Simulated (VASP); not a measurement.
Band structure of BP (zinc blende). Computed with MS2 meta-GGA, VASP's PBE PAW potentials (set 64) (plane waves; VASP).

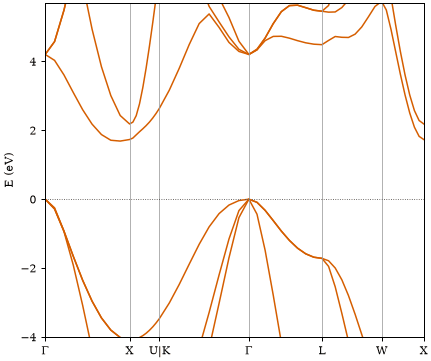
*Bands along high-symmetry lines, zero at the valence-band maximum or, without a gap, the Fermi level*

Task: Read the plot: is there a gap, and where are the band edges?

Result: The gap is indirect, 1.69 eV, from the valence maximum at Γ to the conduction minimum at Γ-X at 0.89.

The compound is BP in the zinc blende structure. It was relaxed first.
